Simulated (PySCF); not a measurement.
# CH3GeN: the cost of one run

Programs: PySCF 2.14.0, with density-fitted response routines of our own. Each step states its level of theory. These are calculated values for one molecule in the gas phase, unless marked as measured. Atoms count from 0, in the outputs and in this text.

## 1. Starting geometry

6 atoms, charge 0, multiplicity 1; geometry from: PBE0-D3(BJ)/def2-SVP.

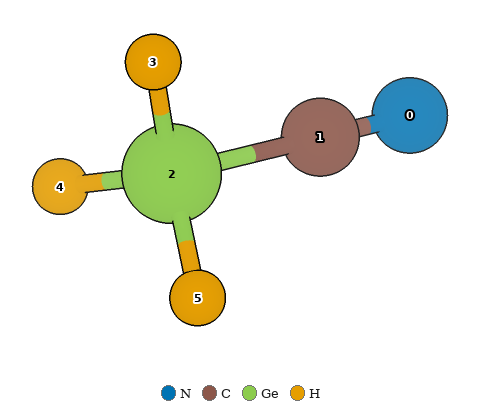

The starting geometry (nitrogen blue, carbon brown, germanium green, hydrogen amber), atoms numbered; sticks join atoms by distance.

## 2. Excited states and response: B3LYP/def2-SVPD

Job settings and geometry (Å):

```
{"job": {"kind": "uv", "xc": "B3LYP", "basis": "def2-SVPD", "ip": true}, "charge": 0, "multiplicity": 1}
N      2.468229     0.205690     0.026087
C      1.313228     0.108584     0.009570
Ge    -0.604772    -0.056682    -0.015901
H     -1.156658     1.210120    -0.674098
H     -0.933989    -1.310567    -0.829857
H     -1.061596    -0.187365     1.439191
```

Level: TDDFT B3LYP/def2-SVPD, vertical, gas phase, core orbitals frozen in the response.

On the command line:

```bash
> OMP_NUM_THREADS=1 python probes_run.py task.json out
```

One launch serves the whole session: the jobs run in the order shown.

Q: Estimate the wall time and peak memory of this first job on 1 thread of Arm Neoverse N1, shared host.

About 50 s, with a peak of 0.44 GiB.
